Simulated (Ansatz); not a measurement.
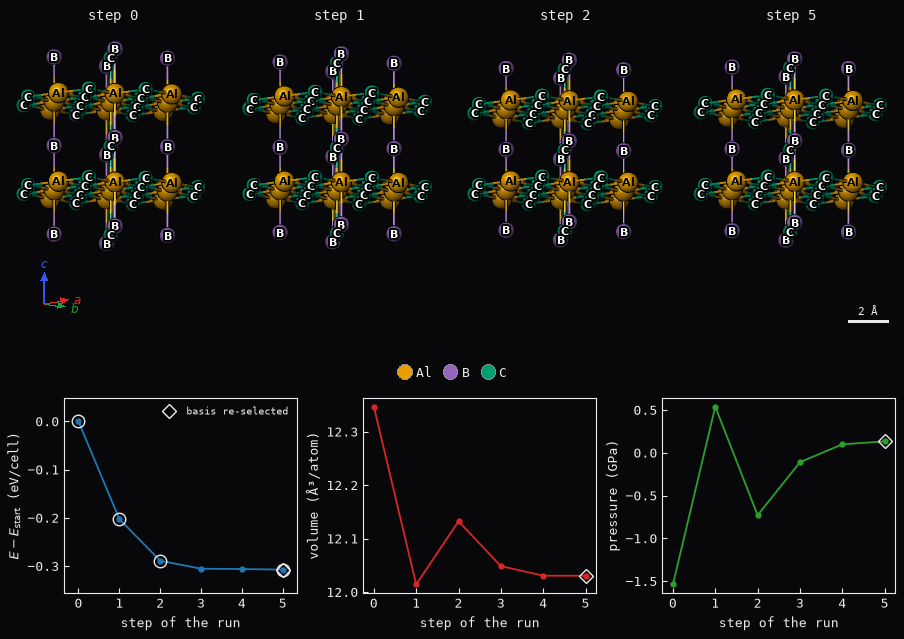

Frames of a relaxation of a crystal of Al2BC3 (a generated structure, set up in P4/mmm) (coarse preliminary run), marked on the history of the run. A ball-and-stick model of the cell of the calculation, seen from a free direction.

Method: DFT PBE, scalar-relativistic, plane waves, PAW in Ansatz 0.2.0.

The input:
```yaml
crystal:
  lattice:
    - [4.04919626, 0.0, 0.0]
    - [0.0, 4.04919626, 0.0]
    - [0.0, 0.0, 4.51830102]
  atoms:
    - { symbol: Al, position: [0.0, 0.0, 0.0] }
    - { symbol: Al, position: [0.5, 0.5, 0.0] }
    - { symbol: B, position: [0.0, 0.0, 0.5] }
    - { symbol: C, position: [0.5, 0.0, 0.0] }
    - { symbol: C, position: [0.0, 0.5, 0.0] }
    - { symbol: C, position: [0.5, 0.5, 0.5] }
basis:
  ecutwfc: 420
kpoints:
  mp_grid: { grid: [4, 4, 4] }
hamiltonian:
  xc: pbe
scf:
  occupations: { method: gaussian, width: 0.1 }
  lower_state_search: "off"
output:
  forces: true
  stress: true
  eigenvalues: true
relax:
  adjacent_minimum: "off"
  f_tol: 0.04
  max_steps: 70
  cell: { stress_tol: 0.4 }
```

Launched with:
```bash
ansatz run input.yaml --threads 1 --pin off --max-ram 2560MiB --backend cpu --events-out ev --progress --plain --runs-dir out
```

What happens along the run?

No atom moves by more than 0.005 Å relative to the cell. The volume changes by −2.6 %, with a = b 4.049 → 4.159 Å (+2.7 %), c 4.518 → 4.173 Å (−7.6 %). Some distances before and after: Al1–B3 2.259 → 2.087 Å, Al2–C6 2.259 → 2.087 Å, Al1–C4 2.025 → 2.079 Å. The space group stays P4/mmm (No. 123). After 4 accepted moves (5 points after the start) the energy has fallen by 0.307 eV per cell of the calculation. All forces vanish by symmetry, so only the cell relaxes. Pressure: −1.54 GPa at the start and 0.13 GPa at the end. At 1 point the geometry stayed and the basis and grid were re-selected for the new cell (energy shift of 1.2 meV per cell of the calculation at most each time). The run took 24 s on 1 thread of Intel(R) Xeon(R) Processor @ 2.50GHz (Skylake/Cascade Lake), with other jobs on the host, peak memory 0.36 GiB. From step 0 to 1: volume −2.7 %, energy −0.202 eV per cell of the calculation. From step 1 to 2: volume +1.0 %, energy −86.4 meV per cell of the calculation. From step 2 to 5: volume −0.8 %, energy −18.4 meV per cell of the calculation.

Limits of the set-up: the k-point mesh is coarse for a cell with partly filled bands.
